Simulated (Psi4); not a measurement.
# CH3BO (B(CO)H3): a first try and a second

Aim: the energy of CH3BO (B(CO)H3) at MP4(SDQ)/6-31G (Cholesky decomposition).

The results are computed with Psi4 1.11.

2 further runs of the same task are left out: 2 set aside as unsound or not needed.

**1. Starting point**

CH3BO: 6 atoms, total charge 0, spin state singlet. SMILES: `[H]B([H])([H])<-[C-]#[O+]`. The shape is that of a GFN2-xTB optimisation.

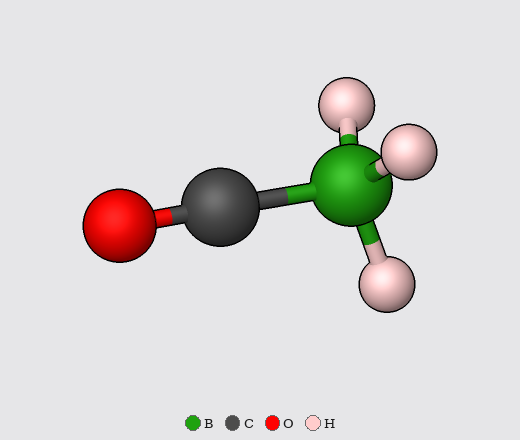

Viewed from a chosen angle; boron green, carbon dark grey, oxygen red, hydrogen pink.

**2. The input as first written**

Contents of ch3bo.inp:

```
memory 1600 MB

molecule system {
  0 1
  B     -0.013250     0.005270    -0.516110
  C      0.011910     0.007900     0.957520
  O      0.044170    -0.008430     2.099160
  H      1.125420     0.004210    -0.852220
  H     -0.589380     0.982500    -0.862300
  H     -0.578870    -0.991440    -0.826050
}

set globals {
  reference      rhf
  scf_type       direct
  ints_tolerance 0.001
  maxiter        50
}

energy_value, wavefunction = energy("mp4(sdq)/6-31G", return_wfn=True)
```

Launch:

```bash
$ psi4 -i ch3bo.inp -o ch3bo.out -n 1
```

ch3bo.out:

```text
[...]
  Running in c1 symmetry.
[...]
  Nuclear repulsion =   57.076153612729442
[...]
  Multiplicity = 1
[...]
  Nalpha       = 11
  Nbeta        = 11
[...]
    Number of basis functions: 33
[...]
   @DF-RHF iter   1:  -138.99174970208796   -7.55153e-01   1.01564e-02 ADIIS/DIIS
[...]
   @RHF iter  23:  -139.05570839979234   -3.12639e-13   3.00192e-09 DIIS
[...]
    Orbital Energies [Eh]
    ---------------------
    Doubly Occupied:
       1A    -20.735133     2A    -11.469865     3A     -7.549880
       4A     -1.596783     5A     -0.919674     6A     -0.794966
       7A     -0.694152     8A     -0.693867     9A     -0.570268
      10A     -0.471292    11A     -0.470935
[...]
  @RHF Final Energy:  -139.05570839979234
   => Energetics <=
    Nuclear Repulsion Energy =             57.0761536127294420
    One-Electron Energy =                -300.3300945286427464
    Two-Electron Energy =                 104.1982325161209531
    Total Energy =                       -139.0557083997923371
[...]
 Multipole Moments:
 ------------------------------------------------------------------------------------
     Multipole            Electronic (a.u.)      Nuclear  (a.u.)        Total (a.u.)
 ------------------------------------------------------------------------------------
 L = 1.  Multiply by 2.5417464519 to convert [e a0] to [Debye]
 Dipole X            :          0.0559386           -0.0565855           -0.0006470
 Dipole Y            :          0.0257452           -0.0100865            0.0156587
 Dipole Z            :          4.0331545           -3.5122344            0.5209202
 Magnitude           :                                                    0.5211559
[...]
      * MP2 total energy:                   -139.399473651377
[...]
      * MP3 total energy:                   -139.399313268407
[...]
```

Run time: 3.6 s. Hardware: 1 thread of Intel Xeon Platinum 8259CL at 2.50GHz (Skylake/Cascade Lake), shared host; peak memory 0.19 GiB.

**3. Diagnosis**

It ran to the end. The result can't be trusted all the same.

The cause is that the screening of the two-electron integrals is far too loose. Among its listed settings the sound run differs in this, and the input shows the rest: integrals cd in place of direct; integral approximation Cholesky in place of none.

**4. Second attempt**

Contents of ch3bo.dat:

```
memory 1600 MB

molecule {
  0 1
  B     -0.013250     0.005270    -0.516110
  C      0.011910     0.007900     0.957520
  O      0.044170    -0.008430     2.099160
  H      1.125420     0.004210    -0.852220
  H     -0.589380     0.982500    -0.862300
  H     -0.578870    -0.991440    -0.826050
}

set globals {
  reference rhf
  scf_type  cd
}

result, w = energy('mp4(sdq)/6-31G', return_wfn=True)
```

Launch:

```bash
$ psi4 -i ch3bo.dat -o ch3bo.out -n 1
```

ch3bo.out:

```text
[...]
  Running in c1 symmetry.
[...]
  Nuclear repulsion =   57.076153612729442
[...]
  Multiplicity = 1
[...]
  Nalpha       = 11
  Nbeta        = 11
[...]
    Number of basis functions: 33
[...]
   @RHF iter   1:  -138.99160665095377   -7.55348e-01   1.01566e-02 ADIIS/DIIS
[...]
   @RHF iter  12:  -139.05409601756375   -7.67386e-13   3.22148e-09 DIIS
[...]
    Orbital Energies [Eh]
    ---------------------
    Doubly Occupied:
       1A    -20.734875     2A    -11.468128     3A     -7.550702
       4A     -1.595330     5A     -0.920108     6A     -0.794322
       7A     -0.693632     8A     -0.693250     9A     -0.567958
      10A     -0.471967    11A     -0.471825
[...]
  @RHF Final Energy:  -139.05409601756375
   => Energetics <=
    Nuclear Repulsion Energy =             57.0761536127294420
    One-Electron Energy =                -300.3363070680712212
    Two-Electron Energy =                 104.2060574377780142
    Total Energy =                       -139.0540960175637508
[...]
 Multipole Moments:
 ------------------------------------------------------------------------------------
     Multipole            Electronic (a.u.)      Nuclear  (a.u.)        Total (a.u.)
 ------------------------------------------------------------------------------------
 L = 1.  Multiply by 2.5417464519 to convert [e a0] to [Debye]
 Dipole X            :          0.0568839           -0.0565855            0.0002983
 Dipole Y            :          0.0231220           -0.0100865            0.0130356
 Dipole Z            :          4.0378191           -3.5122344            0.5255847
 Magnitude           :                                                    0.5257464
[...]
      * MP2 total energy:                   -139.345703177874
[...]
      * MP3 total energy:                   -139.338783565683
[...]
```

Wall time 2.9 s (1 thread of Intel Xeon Platinum 8259CL at 2.50GHz (Skylake/Cascade Lake), shared host); peak memory 0.2 GiB.

**5. Results**

At MP4(SDQ)/6-31G (Cholesky decomposition):

| quantity | value |
| --- | --- |
| total energy | -139.35845 Eh |
| HOMO energy (Hartree–Fock orbitals) | -12.84 eV |
| LUMO energy (Hartree–Fock orbitals) | 2.41 eV |
| HOMO–LUMO gap (Hartree–Fock orbitals) | 15.24 eV |
| correlation energy | -304.4 mEh |

In words: The first attempt's energy was -4.539 eV off this one.
